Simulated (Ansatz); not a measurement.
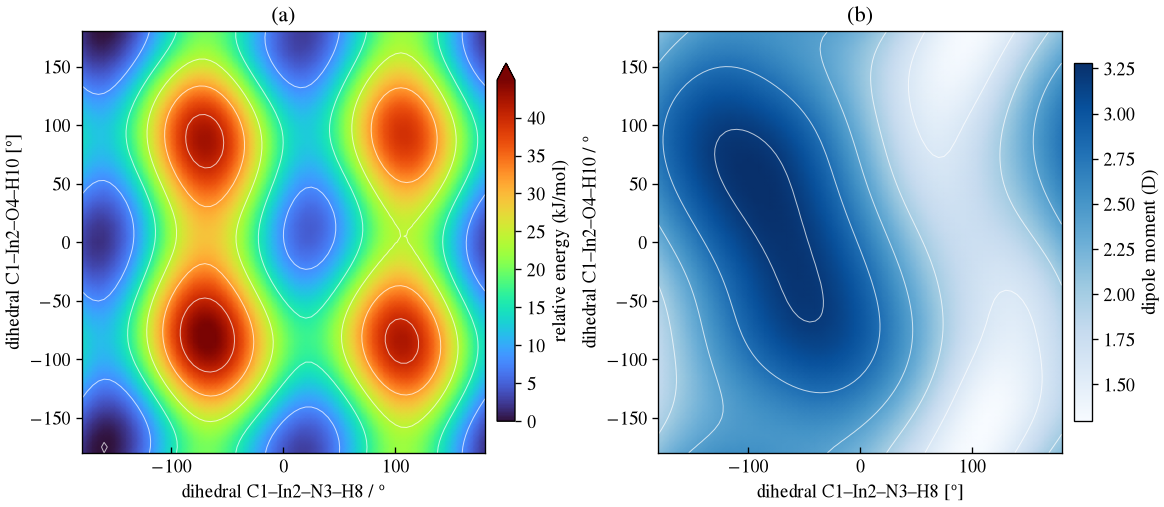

CH6InNO, SMILES [CH3][In]([NH2])[OH]. 
- Coordinates scanned: (1) dihedral C1–In2–N3–H8; (2) dihedral C1–In2–O4–H10.
- Nothing is relaxed (all other coordinates rigid).
- Grid: 18 × 18 points.
- Points are written as (first, second).
- Energies are in kJ/mol, from the lowest grid point.
- These are results of RKS r2SCAN-D4/def2-SVP (Ansatz), not measurements.

Panel (a) is the energy and panel (b) the computed dipole moment on the same grid.

In the figure: a smooth colour map with a few white contour lines, one colour for all values above the top of the scale. Between grid points the surface is interpolated.

**How does the dipole moment vary over the map, and what is it at the lowest grid point?**

Leaving out the highest fifth of the energies, it runs from 1.31 D at (100°, −180°) to 3.27 D at (−80°, 20°). At the lowest grid point, (−160°, −180°), it is 2.34 D.

| dihedral C1–In2–O4–H10 ↓, dihedral C1–In2–N3–H8 → | −160 | −120 | −80 | −40 | 0 | 40 | 80 | 120 | 160 |
| --- | --- | --- | --- | --- | --- | --- | --- | --- | --- |
| 140 | 2.72 | 2.89 | 2.77 | 2.50 | 2.11 | 1.64 | 1.37 | 1.66 | 2.25 |
| 100 | 2.96 | 3.18 | 3.10 | 2.77 | 2.24 | 1.69 | 1.53 | 1.89 | 2.46 |
| 60 | 2.93 | 3.23 | 3.26 | 2.98 | 2.44 | 1.85 | 1.64 | 1.94 | 2.42 |
| 20 | 2.70 | 3.10 | 3.27 | 3.11 | 2.66 | 2.08 | 1.74 | 1.83 | 2.18 |
| −20 | 2.39 | 2.89 | 3.20 | 3.20 | 2.87 | 2.32 | 1.85 | 1.68 | 1.87 |
| −60 | 2.17 | 2.71 | 3.10 | 3.21 | 2.99 | 2.49 | 1.92 | 1.58 | 1.67 |
| −100 | 2.07 | 2.55 | 2.89 | 3.05 | 2.90 | 2.45 | 1.85 | 1.46 | 1.59 |
| −140 | 2.08 | 2.41 | 2.59 | 2.69 | 2.57 | 2.17 | 1.60 | 1.31 | 1.61 |
| −180 | 2.34 | 2.55 | 2.52 | 2.44 | 2.23 | 1.81 | 1.38 | 1.40 | 1.89 |

The table holds every second grid line.
